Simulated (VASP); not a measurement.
Band structure of AlGaP₂ (space group P-4m2). Calculation: PBEsol GGA, VASP's PBE PAW potentials (set 64) (plane waves; VASP).

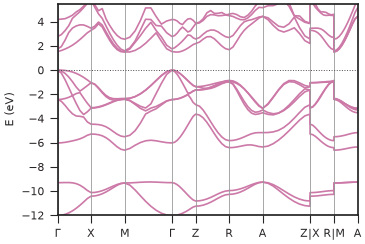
Figure: Bands along high-symmetry lines, zero at the valence-band maximum or, without a gap, the Fermi level

### Question
Read the plot: is there a gap, and where are the band edges?

### Answer
The gap is indirect, 1.48 eV, from the valence maximum at Γ to the conduction minimum at Γ-Z at 0.22. (Edges off the drawn lines would not show.)

The structure comes from a computed database's AlGaP2 entry (P-4m2); how it stands against other phases isn't given here. It was relaxed first.
